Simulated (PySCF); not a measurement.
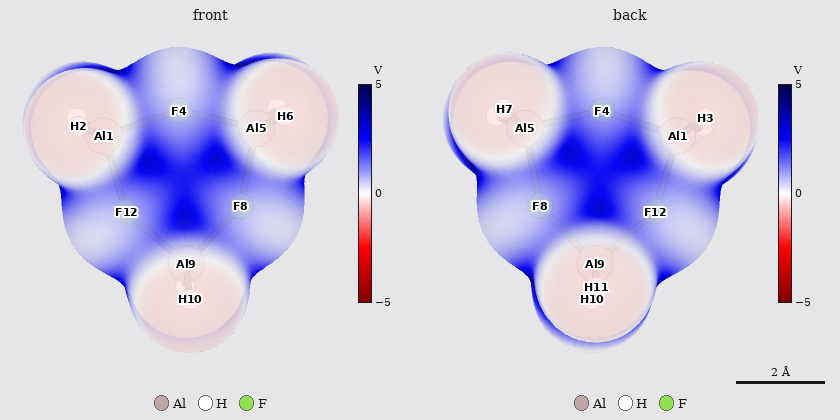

Al3F3H6 ((H2Al-mu-F)3). The molecular electrostatic potential painted on the density surface at 0.004 e/bohr³, seen from the front and from behind; red is negative and blue positive.

Geometry: PBE0-D3(BJ)/def2-SVP.

Level of theory: PySCF 2.14.0, PBE0/pcSseg-1 Al:pcSseg-2, SCF density, gas phase, non-relativistic.

Input file:

```
{"job": {"kind": "nmr", "xc": "PBE0", "basis": {"default": "pcSseg-1", "Al": "pcSseg-2"}}, "charge": 0, "multiplicity": 1}
Al     2.010240     0.011212     0.312832
H      2.920074     0.449420    -0.897913
H      2.446764    -0.420370     1.765310
F      0.688040     1.256578     0.486229
Al    -1.090962     1.651733     0.382392
H     -1.280245     2.677651    -0.799328
H     -1.643704     1.729856     1.857050
F     -1.485844    -0.009998    -0.260844
Al    -0.892064    -1.682437    -0.685800
H     -1.005169    -1.840139    -2.250225
H     -1.390093    -2.661665     0.445054
F      0.838434    -1.244580    -0.303767
```

Run with:

```sh
OMP_NUM_THREADS=1 python probes_run.py task.json out
```

Describe the electrostatic potential map.

The most negative region (about −0.3 V) lies over the H atoms, the most positive (about +4.4 V) over Al1, Al5 and Al9.

How polar is the molecule by this calculation?

Its dipole moment is 0.03 D.
